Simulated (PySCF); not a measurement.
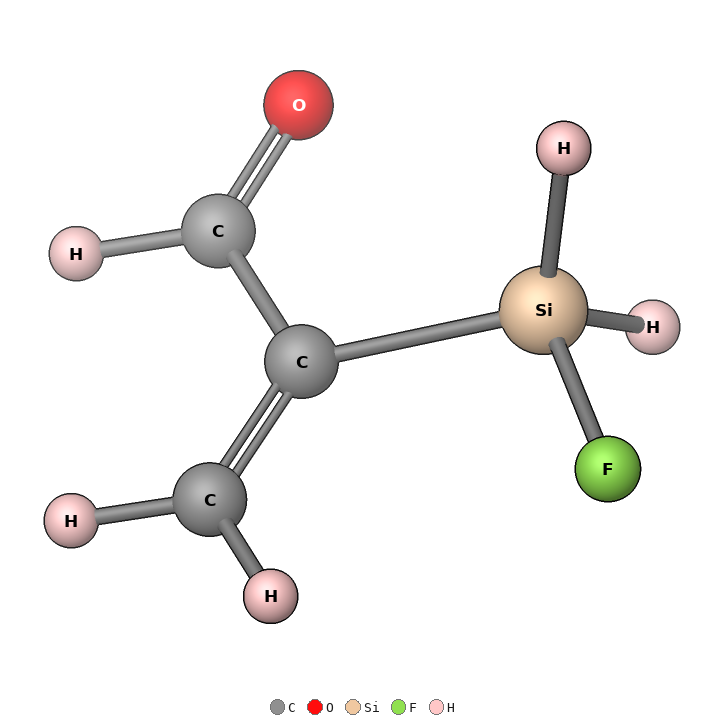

Atoms fade into the background with distance from the viewer. The computed structure is the end point of a GFN2-xTB optimisation. No frequency run is at hand to confirm it as a minimum.

**List the symmetry elements and name the point group.**

It has 1 mirror plane, so the point group is Cs. The group has 2 operations. The geometry is achiral, and symmetry allows a dipole moment.
